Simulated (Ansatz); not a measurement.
## Electronic structure of H4O2SZn in real space

```csv
atom,x (Å),y (Å),z (Å)
Zn,-0.2225,0.7167,-0.2207
O,0.3065,-1.2771,0.5665
O,-0.4654,-0.3408,-1.6837
H,1.2153,-1.5101,0.7728
S,-0.0324,2.4059,1.1272
H,0.1160,-1.5995,-0.3345
H,-0.9473,-0.0122,-2.4411
H,0.0298,1.6172,2.2135
```

The product side of a reaction path; geometry: PBE0-D4/def2-TZVP; a saddle point, not a minimum.

Method: RKS PBE0-D4/def2-TZVPP in Ansatz 0.2.0.

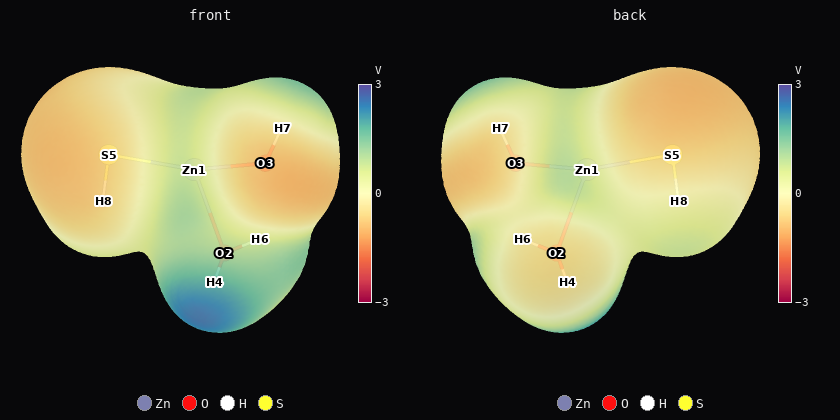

Figure 1. The molecular electrostatic potential painted on the density surface at 0.001 e/bohr³, seen from the front and from behind; red is negative and blue positive.

Q: Where is the surface potential most negative and most positive?

A: The most negative region (about −1.0 V) lies over O3 and S5, the most positive (about +2.5 V) over H4.

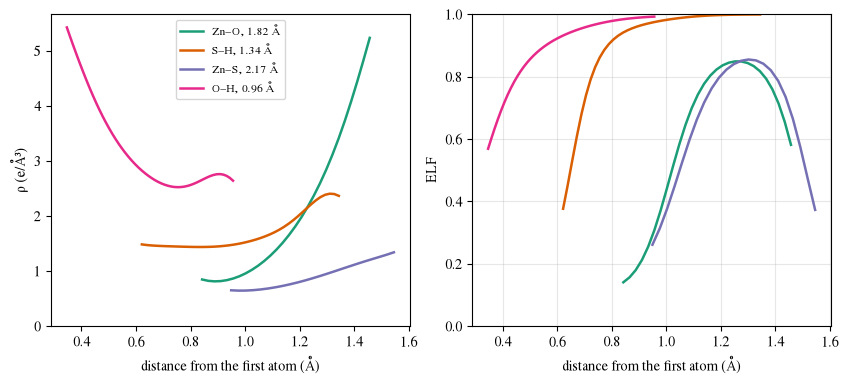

Figure 2. Electron density and electron localisation function along straight lines between neighbouring atoms. The curves leave out the atomic cores.

Q: What can be read from the curves?

A: Zn–O (1.82 Å): ρ at the midpoint is about 0.82 e/Å³; the ELF peaks at about 0.85 in the valence shell of O, 0.6 Å from its nucleus, and is about 0.20 at the midpoint.
S–H (1.34 Å): ρ is about 1.5 e/Å³ halfway; the ELF climbs to about 1 towards the hydrogen, as it does in any bond to H.
Zn–S (2.17 Å): ρ at the midpoint is about 0.68 e/Å³; the ELF peaks at about 0.85 in the valence shell of S, 0.9 Å from its nucleus, and is about 0.60 at the midpoint.
O–H (0.96 Å): ρ at the midpoint is about 3.8 e/Å³; the ELF climbs to about 1 towards the hydrogen; a covalent bond by its length.

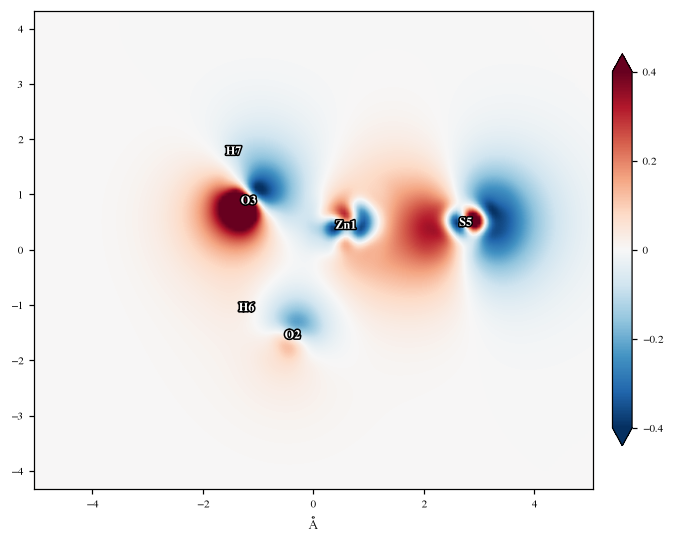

Figure 3. The HOMO−1 on the plane of atoms O2, Zn1 and S5 (values in Å⁻³ᐟ²; the overall sign is arbitrary).

Q: Where does this orbital lie, and at what energy?

A: It lies mainly on O3 (about 50 %), S5 (about 30 %) and Zn1 (about 15 %); largely a combination of lone pairs on O3 and S5. Its energy is −8.26 eV.
